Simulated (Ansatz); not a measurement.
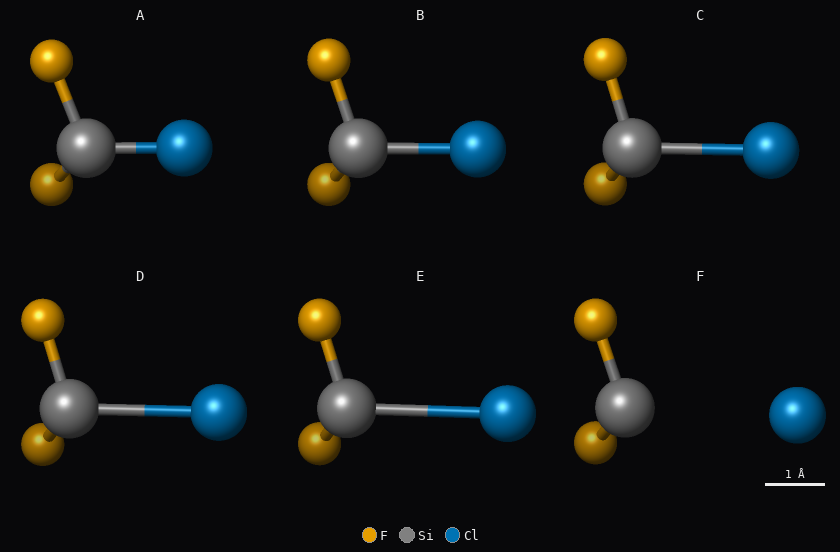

Frames of a one-coordinate scan of SiClF2 (multiplicity 2). A ball-and-stick model, seen at a tilt.

Computed with Ansatz: B3LYP-D4, basis def2-TZVPP, on geometries relaxed under the constraint at PBE0-D4/def2-TZVP. Energies are counted from the PBE0-D4/def2-TZVP minimum geometry at the same level.

### What is being scanned?

The Si–Cl bond length is varied, with all other coordinates relaxed. In the frames the distance is 1.669 Å (A), 2.036 Å (B), 2.365 Å (C), 2.551 Å (D), 2.747 Å (E), 2.952 Å (F). Their energies are 228.7 kJ/mol, 0.0 kJ/mol, 48.7 kJ/mol, 95.1 kJ/mol, 140.7 kJ/mol, 178.1 kJ/mol.
